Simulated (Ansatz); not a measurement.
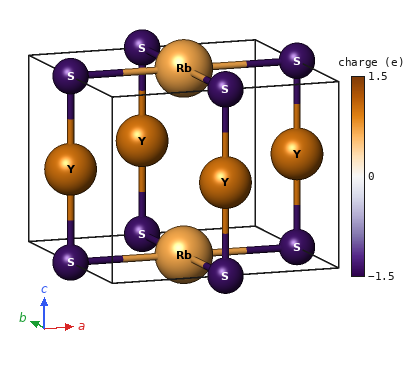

The image is a ball-and-stick drawing of a crystal, viewed slightly off an axis. The lines enclose the simulation cell; boundary atoms appear with their images. The atoms of this RbY2S2 cell are coloured by their Bader charge.

Theory: Ansatz, DFT PBE, scalar-relativistic, plane waves, PAW. Numerical settings: wavefunction cutoff 420 eV, k-points on a 6×6×8 grid, Gaussian smearing of 0.1 eV, no spin polarisation.

Which atoms are positive and which negative?

Most positive: Y; most negative: S. Charges: about Rb +0.7 e; Y +1.0 e; S -1.4 e.

The initial geometry was a random cell made by a generator, so it need not be a real form of the compound. Earlier steps of the study may have refined or changed the cell and positions. Ansatz was used for an electronic-structure calculation on it.
